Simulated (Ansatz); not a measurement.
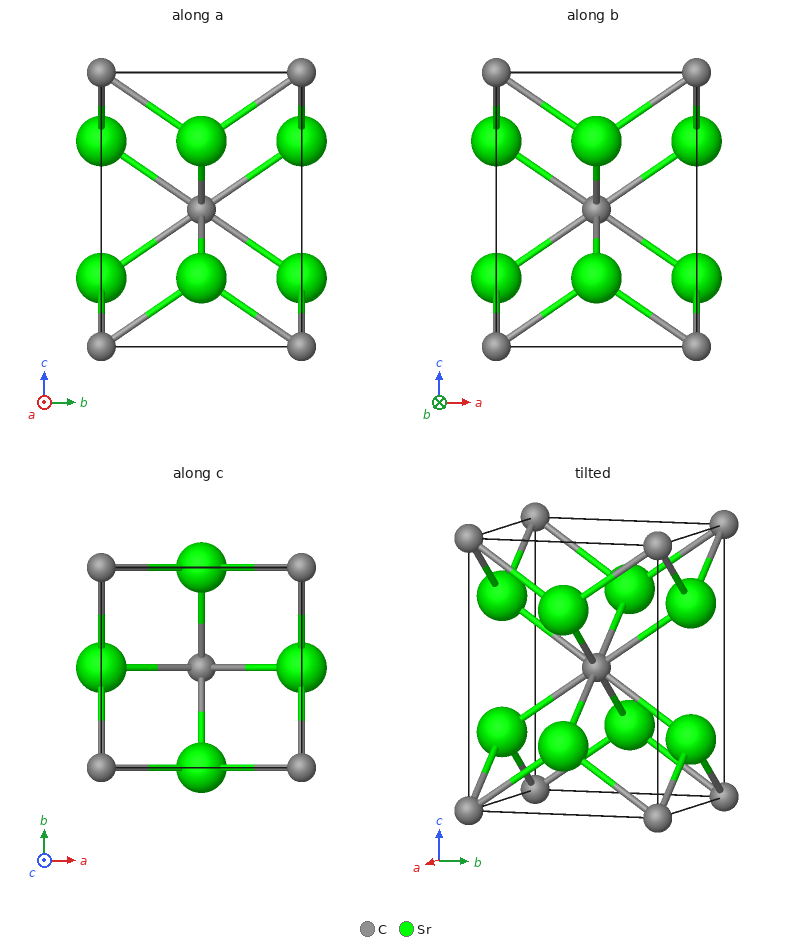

We look at a ball-and-stick model of the crystal along the a axis, along the b axis, along the c axis and slightly off an axis. Lines trace the edges of the conventional unit cell.

Lattice parameters: a = 4.895 Å, b = 4.895 Å, c = 6.701 Å, α = 90.00°, β = 90.00°, γ = 90.00°.

Question: Turn the picture into a table of Wyckoff sites.

Answer: Space group I4/mmm (No. 139).
| atom | site | x | y | z |
| --- | --- | --- | --- | --- |
| C | 2a | 0.0000 | 0.0000 | 0.0000 |
| Sr | 4d | 0.5000 | 0.0000 | 0.7500 |

The initial geometry was a structure type filled with these elements by a generator (whether the compound takes this form wasn't checked). The cell was then strained or its atoms displaced on purpose. It was run through Ansatz as a DFT input.
